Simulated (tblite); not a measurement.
## Frequency calculation of C2H10O2Si4

The run: frequency calculation of C2H10O2Si4. Method and program: GFN2-xTB harmonic vibrations, gas phase (tblite 0.8.0).

It belongs to a series of runs on one base structure; here: H on Si replaced by OCHO.

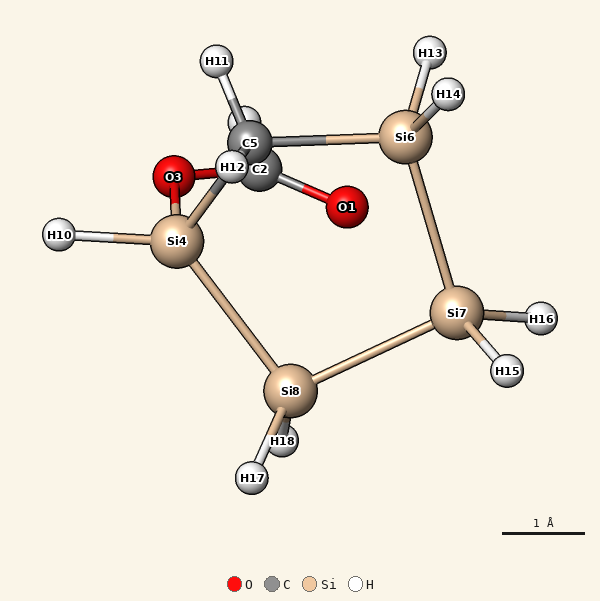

The structure (ball-and-stick view, seen at a tilt; atoms are numbered from 1 in the order of the input). Bond lengths as drawn: C–H 1.09 to 1.11 Å, C–O 1.20 to 1.29 Å, C–Si 1.91 to 1.93 Å, H–Si 1.47 to 1.48 Å, O–Si 1.72 Å and Si–Si 2.32 to 2.34 Å.

### Summary

```tsv
quantity	value
outcome	converged
total energy	−665.0753 eV
zero-point energy	67.4820 kcal/mol
hardware	1 CPU thread, shared host
wall time	1.1 s
peak memory	0.18 GiB
```

### The input
```
{"job": {"kind": "ir", "xc": "GFN2-xTB", "basis": "xTB"}, "charge": 0, "multiplicity": 1}
O      1.306183    -1.231188     0.911588
C      2.234050    -0.488517     0.713605
O      2.255297     0.481008    -0.132781
Si     0.878309     0.873591    -1.078842
C     -0.315453     1.747413     0.131468
Si    -1.254632     0.574815     1.340377
Si    -1.620423    -1.384465     0.135052
Si    -0.153497    -1.122728    -1.669842
H      3.188759    -0.586919     1.262527
H      1.609513     1.850290    -1.890090
H      0.223040     2.499800     0.708531
H     -1.051867     2.295501    -0.457209
H     -0.438864     0.437816     2.553142
H     -2.451263     1.317852     1.773971
H     -3.020969    -1.495528    -0.323858
H     -1.428086    -2.613313     0.910415
H     -0.796888    -0.958970    -2.988445
H      0.828030    -2.190142    -1.911264
```

The first line tells a small driver script what to run in tblite; the rest is the geometry in Å.

Command:
```bash
OMP_NUM_THREADS=1 python <driver script> task.json out
```

### Log
```
mode    cm-1     km/mol
  1      48.3      1.29
  2      67.5      0.43
  3      91.3      0.22
  4     115.3      2.48
  5     151.1      2.29
  6     170.8      6.05
  7     210.1      3.78
  8     257.3     16.10
  9     309.6      8.17
 10     339.5     49.29
 11     365.0      3.53
 12     403.1     22.78
 13     417.0     21.73
 14     423.1      6.47
 15     443.6      6.34
 16     483.3    136.08
 17     490.1      6.28
 18     513.3      3.75
 19     534.7     23.17
 20     566.2    111.74
 21     577.9    104.11
 22     622.3    191.48
 23     639.6    238.57
 24     657.2     76.94
 25     703.5     36.89
 26     720.9    510.31
 27     767.6    168.42
 28     773.4    143.02
 29     816.7    112.68
 30     829.9    386.58
 31     849.9    108.39
 32     947.2      9.22
 33    1003.2      1.03
 34    1118.5     48.92
 35    1251.8    186.46
 36    1368.1     11.31
 37    1462.2      0.78
 38    1731.2    309.28
 39    2108.7    108.33
 40    2127.7    391.12
 41    2156.4    400.11
 42    2178.0    320.74
 43    2208.8    197.77
 44    2216.7    301.76
 45    2223.9    495.01
 46    2799.7    138.92
 47    2965.9     36.69
 48    2977.1     15.20
```

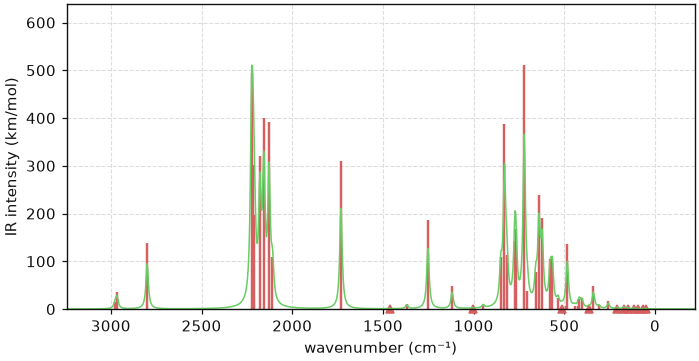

Harmonic infrared spectrum, unscaled: sticks (degenerate modes added up, dark ones marked on the axis) with a Lorentzian envelope of 16 cm⁻¹ full width, scaled to the tallest stick. 48 modes from 48 to 2977 cm⁻¹, none imaginary. The strongest line is at 721 cm⁻¹ (510 km/mol).
